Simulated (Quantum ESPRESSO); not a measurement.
# How far to go with the k-point mesh at a smearing width of 0.3 eV: Sb (R-3m, 2 atoms in the cell)

```
Sb
1.0
    2.16578    -1.25041     3.77545
    0.00000     2.50082     3.77545
   -2.16578    -1.25041     3.77545
Sb
2
Direct
  0.23791   0.23791   0.23791
  0.76650   0.76650   0.76650
```

Method: PBEsol, PSlibrary PAW (PBE) pseudopotentials (plane waves; Quantum ESPRESSO 7.5).

Base settings: ecutwfc = 30 Ry; ecutrho = 180 Ry; occupations = smearing; smearing = fd; degauss = 0.0073499 Ry; input_dft = pbesol; potentials = {Sb: Sb.pbe-n-kjpaw_psl.1.0.0.UPF}; K_POINTS = automatic 9 9 9 0 0 0; conv_thr = 1e-11 Ry.

In this ladder: degauss = 0.02205 Ry.

Only quantities that move along the ladder and can be compared are tabulated.

The count of work is k-points × plane waves × bands × iterations; it is no time. 

The starting cell has typed, rounded lattice constants, without a prior relaxation at this level. Its lattice was rescaled by up to half a per cent. One atom was moved a little off its site on purpose.

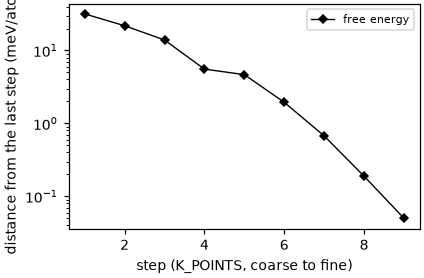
Figure: Distance from the last step along the ladder; very small values are drawn at a floor.

| K_POINTS | free energy less the last step's (meV/atom) | pressure (GPa) | largest difference of a force vector from the last step's (eV/Å) | count of work / last |
|---|---|---|---|---|
| automatic 3 3 3 0 0 0 | -31.71 | -0.92 | 0.317 | 0.0066 |
| automatic 4 4 4 0 0 0 | -21.83 | -1.52 | 0.199 | 0.014 |
| automatic 5 5 5 0 0 0 | -13.92 | -1.54 | 0.116 | 0.021 |
| automatic 6 6 6 0 0 0 | -5.55 | -1.42 | 0.075 | 0.035 |
| automatic 7 7 7 0 0 0 | -4.66 | -1.45 | 0.024 | 0.048 |
| automatic 8 8 8 0 0 0 | -1.95 | -1.43 | 0.017 | 0.071 |
| automatic 10 10 10 0 0 0 | -0.67 | -1.42 | 0.002 | 0.13 |
| automatic 12 12 12 0 0 0 | -0.19 | -1.41 | 0.000 | 0.18 |
| automatic 18 18 18 0 0 0 | 0.00 | -1.41 | 0.000 | 0.56 |
| automatic 22 22 22 0 0 0 | 0.00 | -1.41 | 0.000 | 1.0 |

Coarsest K_POINTS that holds the forces within 0.005 eV/Å of the last step, with all finer ones: automatic 10 10 10 0 0 0, at 0.13 of the last step's count of work; the step before is off by 0.017 eV/Å.

Coarsest K_POINTS that holds the pressure within 0.2 GPa of the last step, with all finer ones: automatic 4 4 4 0 0 0, at 0.014 of the last step's count of work; the step before is off by 0.49 GPa.

Coarsest K_POINTS that holds the free energy within 1 meV/atom of the last step, with all finer ones: automatic 10 10 10 0 0 0, at 0.13 of the last step's count of work; the step before is off by 1.9 meV/atom.
